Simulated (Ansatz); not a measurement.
```yaml
crystal:
  periodic: [false, false, false]
  atoms:
    - {symbol: Zn, position_ang: [-1.877210, -1.121147, -0.030278]}
    - {symbol: H, position_ang: [-0.296065, -0.340771, -1.017817]}
    - {symbol: O, position_ang: [0.502159, 0.072620, -1.485863]}
    - {symbol: H, position_ang: [0.441494, -0.410953, -0.361283]}
    - {symbol: O, position_ang: [0.085451, -0.637261, 0.837781]}
    - {symbol: O, position_ang: [0.073942, 0.737040, 1.261769]}
    - {symbol: H, position_ang: [0.405756, 1.007419, -1.228336]}
    - {symbol: H, position_ang: [0.664374, 0.693053, 2.024028]}
basis:
  gaussian: {orbitals: def2-SVP}
hamiltonian: {xc: pbe0, dispersion: d4}
phonons: {}
scf: {lower_state_search: off}
```

Geometry: start.

Work out the structure from the coordinates.

It has 8 atoms: 4 hydrogen, 3 oxygen and 1 zinc (H₄O₃Zn). Judged by distances it falls into 2 fragments: HO2Zn, H3O. Coordination: 1 O trigonal pyramidal; 2 O bent.

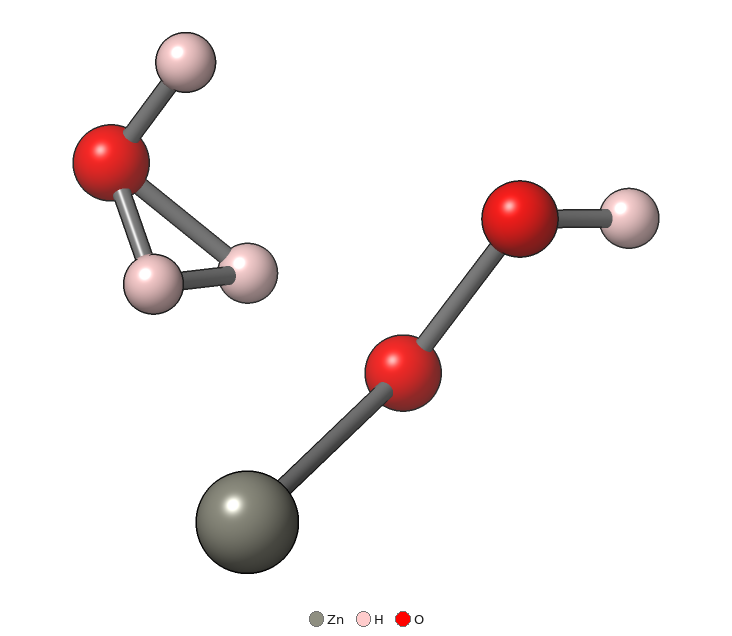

The picture comes from a calculation with Ansatz.
